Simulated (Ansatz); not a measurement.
System: CuH4LiSi2.

Input

```
crystal:
  periodic: [false, false, false]
  atoms:
    - symbol: Cu
      position_ang: [-1.612280, -1.965083, -0.133369]
    - symbol: Li
      position_ang: [-2.251581, -0.502065, 2.048276]
    - symbol: Si
      position_ang: [-0.236071, -0.403502, 0.789241]
    - symbol: Si
      position_ang: [-0.111486, 0.633456, -1.318096]
    - symbol: H
      position_ang: [1.013282, -1.261377, 0.843064]
    - symbol: H
      position_ang: [0.280893, -0.216340, -2.493235]
    - symbol: H
      position_ang: [-1.448216, 1.230771, -1.660958]
    - symbol: H
      position_ang: [0.862839, 1.780530, -1.316222]
basis:
  gaussian:
    orbitals: def2-TZVPD
hamiltonian:
  xc: {name: PBE0}
output: {forces: true, orbitals: {seedname: orbitals}}
```

Run with:

```sh
ansatz run input.yaml --threads 2 --pin off --max-ram 4350MiB --events-out events.jsonl --progress --plain --runs-dir runs
```

Geometry: PBE0-D3(BJ)/def2-SVP.

Level of theory: isolated molecule in a Gaussian basis; Kohn-Sham density functional theory, functional PBE0 in Ansatz 0.2.0.

**Predict the electron density and electron localisation function between the atoms.**

Si–Si (2.35 Å): the density is about 0.58 e/Å³ at the midpoint; the ELF peaks at about 0.95 between the atoms (a shared electron pair).
Li–Si (2.38 Å): ρ is about 0.33 e/Å³ halfway; the ELF peaks at about 0.95 in the valence shell of Si, 1.1 Å from its nucleus, and is about 0.90 at the midpoint.
Si–H (1.50 Å): ρ at the midpoint is about 0.77 e/Å³; the ELF climbs to about 1 towards the hydrogen, as it does in any bond to H.

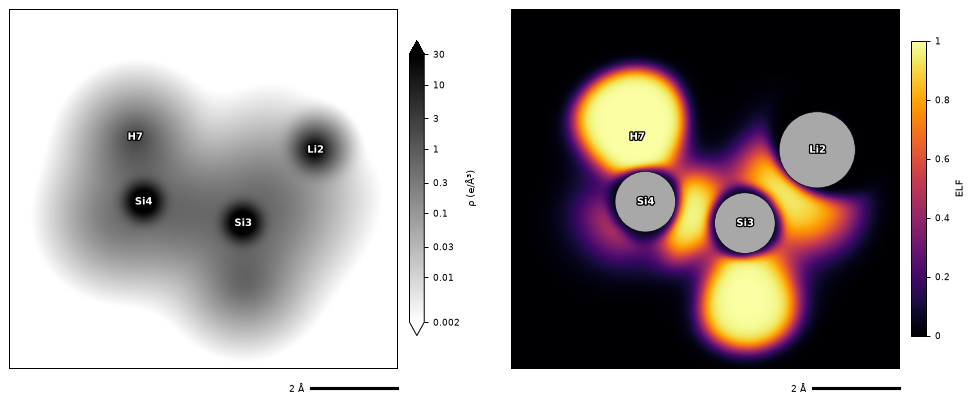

Computed electron density and electron localisation function on the plane of atoms Li2, Si3 and Si4, in this order. Grey discs cover the atomic cores in the ELF map. 
